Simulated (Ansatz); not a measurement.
Geometry relaxation of WH$_{5}$F

System: WH$_{5}$F.
Method: RKS PBE-D4/def2-SVP (Ansatz 0.2.0).

It belongs to a series of runs on one base structure; here: end point A relaxed. Figures and captions count atoms from 1; the log counts them from 0 in places.

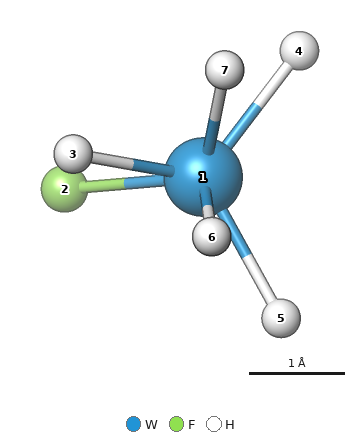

**Figure 1.** The input geometry (ball-and-stick view, seen at a tilt; atoms are numbered from 1 in the order of the input). Sticks mark near contacts.

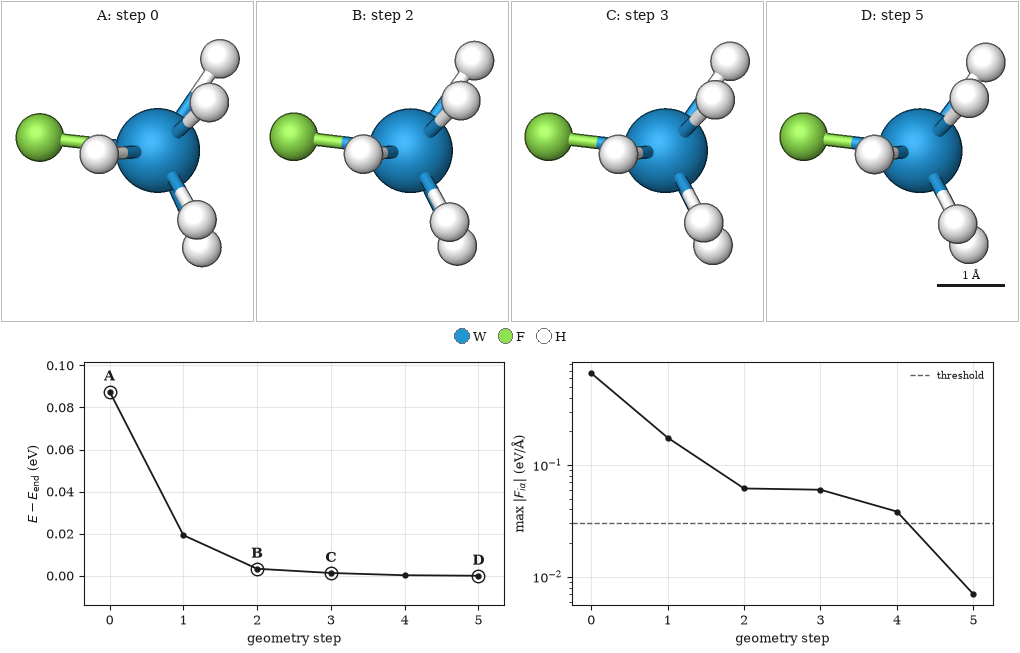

**Figure 2.** Frames of the relaxation (ball-and-stick view, seen at a tilt) above the curves, on which the letters mark them (the first geometry is step 0 here and step 1 in the log).

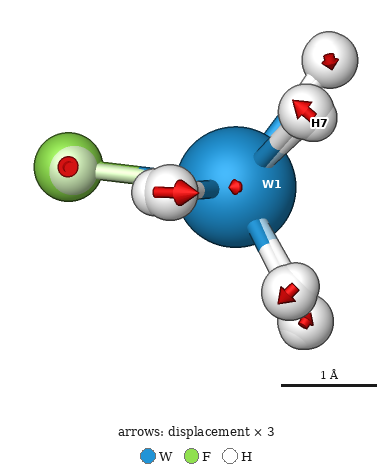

**Figure 3.** Start (faint) and end (solid) with the displacements as red arrows, magnified 3 times (ball-and-stick view, seen at a tilt). The two geometries are laid on each other by the best rigid fit. The largest move after the best rigid fit is that of H3, 0.18 Å. Largest moves by element: H 0.18 Å, F 0.09 Å, W 0.05 Å. Among the contacts that change: W1–H3 1.693 → 1.662 Å, W1–F2 1.856 → 1.871 Å, W1–H6 1.685 → 1.691 Å. Among the angles that change: F2–W1–H3 74.1° → 84.6°, H4–W1–H5 114.4° → 108.2°, H3–W1–H7 66.0° → 60.1°. The energy falls by 0.088 eV in 5 geometry steps. Largest force component: 0.66 eV/Å at the start, 0.007 eV/Å at the end. (Atoms are counted from 1 in the order of the input.)

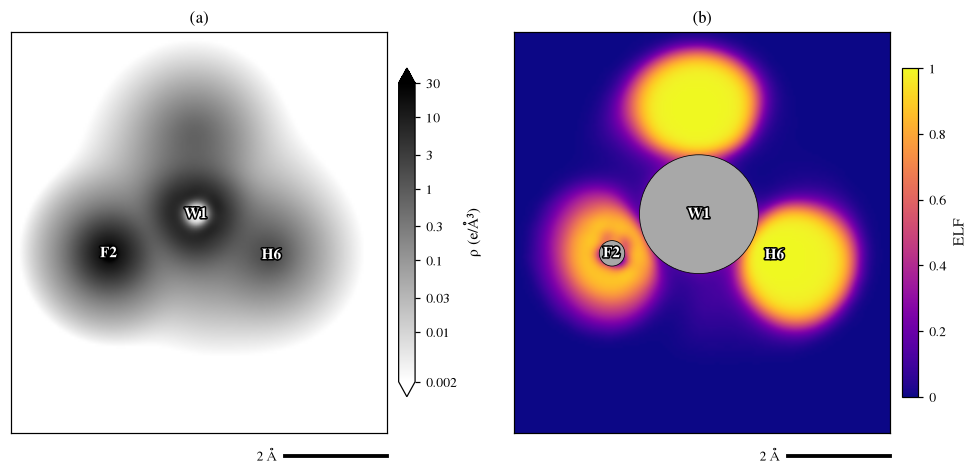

**Figure 4.** (a) electron density; (b) ELF on the plane of atoms F2, W1 and H6. Grey discs, where drawn, cover atomic cores. Atoms in the plane: W, F and H. W–F (1.87 Å): ρ at the midpoint is about 1 e/Å³; the ELF peaks at about 0.80 in the valence shell of F, 0.5 Å from its nucleus, and drops to about 0.20 between the two atoms. W–H (1.69 Å): ρ at the midpoint is about 1.6 e/Å³, with its minimum of 0.94 e/Å³ about 1.1 Å from W; the ELF climbs to about 1 towards the hydrogen, as it does in any bond to H.

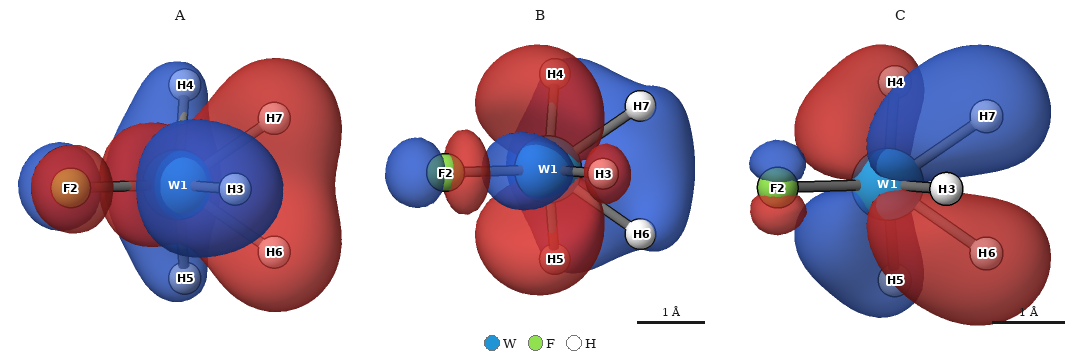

**Figure 5.** Three frontier orbitals at ±0.1 Å⁻³ᐟ² (blue and red are the two phases). C is the HOMO−1 (−7.69 eV). It lies mainly on W1 (55 %), H6 (15 %) and H7 (15 %). A is the HOMO (−6.92 eV). By Hirshfeld shares it lies mainly on W1 (50 %), H3 (10 %), H6 (10 %), H7 (10 %) and F2 (10 %). B is the LUMO (−3.72 eV). Its weight (Hirshfeld) is mainly on W1 (70 %). The HOMO–LUMO gap is 3.20 eV between the orbital energies.

These pictures come from the run below.

The input:
```yaml
crystal:
  periodic: [false, false, false]
  atoms:
    - { symbol: W, position_ang: [-0.056497, 0.207241, 0.368782] }
    - { symbol: F, position_ang: [0.738621, 0.318648, 2.042403] }
    - { symbol: H, position_ang: [1.35686, -0.720008, 0.272863] }
    - { symbol: H, position_ang: [-0.122541, 1.713523, -0.437566] }
    - { symbol: H, position_ang: [-1.542035, -0.631825, 0.415284] }
    - { symbol: H, position_ang: [-0.153609, -1.175549, -0.58969] }
    - { symbol: H, position_ang: [0.718801, 0.287969, -1.132576] }
basis:
  gaussian: { orbitals: def2-SVP }
hamiltonian:
  xc: pbe
  dispersion: d4
relax:
  f_tol: 0.03
  max_steps: 50
output:
  orbitals: {}
```

Launch command:
```bash
ansatz run input.yaml --threads 1 --pin off --max-ram 2048MiB --backend cpu --events-out ev --progress --plain --runs-dir out
```

Output:
```
The last accepted step is kept in [file] (removed where the run ends without a failure and the disk answers)
Engine: ansatz 0.2.0, aarch64-unknown-linux-gnu
Functional definition: PBE
  parameter kappa = 0.804
  parameter beta = 0.06672455060314922
  exchange = pbe_x(kappa = kappa, mu = beta*pi^2/3)
  correlation = pbe_c(beta = beta)
745 factors; their error is unknown
mean field evaluation 1: about -4616.8395 eV, gradient 3.1e1 eV
mean field evaluation 2: about -4608.0587 eV, gradient 7.9e1 eV
mean field evaluation 4: about -4618.8916 eV, gradient 5.5e0 eV
mean field evaluation 8: about -4618.9706 eV, gradient 5.4e-2 eV
mean field evaluation 16: about -4618.9323 eV, gradient 3.1e-5 eV
mean field -4618.93227741 eV, -169.7426303700 hartree, gradient 3.1e-5 eV, S^2 0.000000; 0 other end points of the search recorded, 0 dependent functions left out
the calculation of the forces begins
reference -4618.93233432 eV, -169.7426324617 hartree; 14, 14 occupied and 57, 57 virtual orbitals, 745 factors
relax step   1: F+E_penalty+E_count = -4619.04214297 eV  Δ(F+E_penalty+E_count) = +0.000e0 eV  max|allowed force component| = 6.637e-1 eV/Å  Δτ_max = 0.0000 Å  (27 SCF iters, accepted)
these checks for a lower state are left out or cut short: starts, cluster_reference, orbital_swaps, neighbouring_geometries, increment
745 factors; their error is unknown
mean field -4619.00050495 eV, -169.7451376861 hartree, gradient 2.0e-5 eV, S^2 0.000000; 0 other end points of the search recorded, 0 dependent functions left out
the calculation of the forces begins
reference -4619.00056223 eV, -169.7451397910 hartree; 14, 14 occupied and 57, 57 virtual orbitals, 745 factors
relax step   2: F+E_penalty+E_count = -4619.11044352 eV  Δ(F+E_penalty+E_count) = -6.830e-2 eV  max|allowed force component| = 1.758e-1 eV/Å  Δτ_max = 0.1958 Å  (35 SCF iters, accepted)
these checks for a lower state are left out or cut short: starts, cluster_reference, orbital_swaps, neighbouring_geometries, increment
745 factors; their error is unknown
mean field evaluation 32: about -4619.0165 eV, gradient 2.5e-5 eV
mean field -4619.01645071 eV, -169.7457236820 hartree, gradient 2.5e-5 eV, S^2 0.000000; 0 other end points of the search recorded, 0 dependent functions left out
the calculation of the forces begins
reference -4619.01650792 eV, -169.7457257844 hartree; 14, 14 occupied and 57, 57 virtual orbitals, 745 factors
relax step   3: F+E_penalty+E_count = -4619.12640194 eV  Δ(F+E_penalty+E_count) = -1.596e-2 eV  max|allowed force component| = 6.168e-2 eV/Å  Δτ_max = 0.0388 Å  (31 SCF iters, accepted)
these checks for a lower state are left out or cut short: starts, cluster_reference, orbital_swaps, neighbouring_geometries, increment
745 factors; their error is unknown
mean field -4619.01843316 eV, -169.7457965354 hartree, gradient 1.2e-5 eV, S^2 0.000000; 0 other end points of the search recorded, 0 dependent functions left out
the calculation of the forces begins
reference -4619.01849042 eV, -169.7457986397 hartree; 14, 14 occupied and 57, 57 virtual orbitals, 745 factors
relax step   4: F+E_penalty+E_count = -4619.12841007 eV  Δ(F+E_penalty+E_count) = -2.008e-3 eV  max|allowed force component| = 6.008e-2 eV/Å  Δτ_max = 0.0167 Å  (31 SCF iters, accepted)
these checks for a lower state are left out or cut short: starts, cluster_reference, orbital_swaps, neighbouring_geometries, increment
745 factors; their error is unknown
mean field -4619.01950743 eV, -169.7458360143 hartree, gradient 1.9e-5 eV, S^2 0.000000; 0 other end points of the search recorded, 0 dependent functions left out
the calculation of the forces begins
reference -4619.01956473 eV, -169.7458381198 hartree; 14, 14 occupied and 57, 57 virtual orbitals, 745 factors
relax step   5: F+E_penalty+E_count = -4619.12948214 eV  Δ(F+E_penalty+E_count) = -1.072e-3 eV  max|allowed force component| = 3.833e-2 eV/Å  Δτ_max = 0.0227 Å  (31 SCF iters, accepted)
these checks for a lower state are left out or cut short: starts, cluster_reference, orbital_swaps, neighbouring_geometries, increment
745 factors; their error is unknown
mean field -4619.01973787 eV, -169.7458444829 hartree, gradient 1.9e-5 eV, S^2 0.000000; 0 other end points of the search recorded, 0 dependent functions left out
the calculation of the forces begins
reference -4619.01979522 eV, -169.7458465903 hartree; 14, 14 occupied and 57, 57 virtual orbitals, 745 factors
relax step   6: F+E_penalty+E_count = -4619.12972413 eV  Δ(F+E_penalty+E_count) = -2.420e-4 eV  max|allowed force component| = 6.990e-3 eV/Å  Δτ_max = 0.0092 Å  (30 SCF iters, accepted)
745 factors; their error is unknown
mean field evaluation 64: about -4619.0197 eV, gradient 1.9e-1 eV
mean field -4619.01973787 eV, -169.7458444829 hartree, gradient 2.3e-5 eV, S^2 0.000000; 1 other end points of the search recorded, 0 dependent functions left out
the calculation of the forces begins
reference -4619.01979522 eV, -169.7458465903 hartree; 14, 14 occupied and 57, 57 virtual orbitals, 745 factors
Total energy: -4619.12978148 eV, -169.7498885108 hartree
Atom 0 at    -0.017889     0.184163     0.385650 Å, force    -0.006989     0.002458     0.005917 eV/Å
Atom 1 at     0.700093     0.368131     2.103307 Å, force    -0.004060     0.000497    -0.006342 eV/Å
Atom 2 at     1.328491    -0.744420     0.093052 Å, force     0.006580    -0.003130    -0.003565 eV/Å
Atom 3 at    -0.169891     1.680235    -0.425560 Å, force     0.001147    -0.003772     0.002732 eV/Å
Atom 4 at    -1.547303    -0.577506     0.392790 Å, force     0.003089     0.004155    -0.000110 eV/Å
Atom 5 at    -0.154271    -1.236433    -0.521980 Å, force     0.000288    -0.001986     0.001579 eV/Å
Atom 6 at     0.800371     0.325829    -1.087758 Å, force    -0.000054     0.001779    -0.000213 eV/Å
Dipole moment:    -0.161233     0.114638     0.044945 e Å
```

Trajectory as extended XYZ (Å, eV, eV/Å), 6 frames, from step=1 to step=6:
```
7
Properties=species:S:1:pos:R:3:forces:R:3 step=1 energy=-4619.04214
W    -0.0565    0.2072    0.3688    0.5360  -0.4551  -0.2113
F     0.7386    0.3186    2.0424   -0.0812   0.3072   0.6637
H     1.3569   -0.7200    0.2729   -0.4453   0.1802  -0.5375
H    -0.1225    1.7135   -0.4376   -0.0092   0.0054   0.0033
H    -1.5420   -0.6318    0.4153   -0.0553   0.0280  -0.0032
H    -0.1536   -1.1755   -0.5897    0.0191  -0.0077  -0.0009
H     0.7188    0.2880   -1.1326    0.0360  -0.0580   0.0859
7
Properties=species:S:1:pos:R:3:forces:R:3 step=2 energy=-4619.11044
W    -0.0250    0.1876    0.3939   -0.1569   0.1696  -0.1010
F     0.6697    0.3892    2.1236    0.1075  -0.0959  -0.0848
H     1.3225   -0.7271    0.0802    0.0795  -0.0552   0.1758
H    -0.1180    1.6950   -0.4156   -0.0576  -0.0932   0.0273
H    -1.5379   -0.6144    0.4248    0.0570   0.0455  -0.0425
H    -0.1324   -1.1909   -0.5705   -0.0863  -0.1317   0.0577
H     0.7607    0.2607   -1.0969    0.0568   0.1609  -0.0325
7
Properties=species:S:1:pos:R:3:forces:R:3 step=3 energy=-4619.12640
W    -0.0269    0.1896    0.3863   -0.0026   0.0224   0.0232
F     0.6920    0.3732    2.1071    0.0085  -0.0259  -0.0617
H     1.3284   -0.7334    0.1154   -0.0028  -0.0051   0.0057
H    -0.1327    1.6901   -0.4248   -0.0418  -0.0162   0.0091
H    -1.5373   -0.6095    0.4092   -0.0053   0.0395  -0.0133
H    -0.1525   -1.2085   -0.5534    0.0098  -0.0333   0.0247
H     0.7687    0.2986   -1.1003    0.0342   0.0186   0.0123
7
Properties=species:S:1:pos:R:3:forces:R:3 step=4 energy=-4619.12841
W    -0.0267    0.1894    0.3849    0.0601  -0.0350   0.0291
F     0.7010    0.3668    2.1011   -0.0225   0.0056  -0.0240
H     1.3273   -0.7360    0.1155   -0.0085   0.0024  -0.0195
H    -0.1492    1.6875   -0.4257   -0.0159   0.0061  -0.0052
H    -1.5427   -0.5966    0.4019   -0.0145   0.0118  -0.0061
H    -0.1506   -1.2183   -0.5427   -0.0052  -0.0037   0.0164
H     0.7805    0.3073   -1.0956    0.0065   0.0127   0.0093
7
Properties=species:S:1:pos:R:3:forces:R:3 step=5 energy=-4619.12948
W    -0.0199    0.1853    0.3863   -0.0301   0.0095  -0.0383
F     0.7023    0.3660    2.1020   -0.0027   0.0079   0.0174
H     1.3289   -0.7406    0.1014    0.0100  -0.0154  -0.0191
H    -0.1636    1.6821   -0.4273   -0.0051  -0.0144   0.0170
H    -1.5471   -0.5832    0.3931    0.0146   0.0146   0.0067
H    -0.1550   -1.2328   -0.5258    0.0093   0.0043   0.0051
H     0.7941    0.3232   -1.0901    0.0038  -0.0065   0.0114
7
Properties=species:S:1:pos:R:3:forces:R:3 step=6 energy=-4619.12972
W    -0.0179    0.1842    0.3856   -0.0070   0.0025   0.0059
F     0.7001    0.3681    2.1033   -0.0041   0.0005  -0.0063
H     1.3285   -0.7444    0.0931    0.0066  -0.0031  -0.0036
H    -0.1699    1.6802   -0.4256    0.0011  -0.0038   0.0027
H    -1.5473   -0.5775    0.3928    0.0031   0.0042  -0.0001
H    -0.1543   -1.2364   -0.5220    0.0003  -0.0020   0.0016
H     0.8004    0.3258   -1.0878   -0.0001   0.0018  -0.0002
```

Summary:

- outcome: converged
- total energy: −4619.1298 eV
- mean-field energy: −4619.0198 eV
- largest force (length of the vector) at the end: 0.009 eV/Å
- hardware: 1 thread of Arm Neoverse V2, 24 GiB of memory available, shared host
- wall time: 12 s
- peak memory: 0.12 GiB
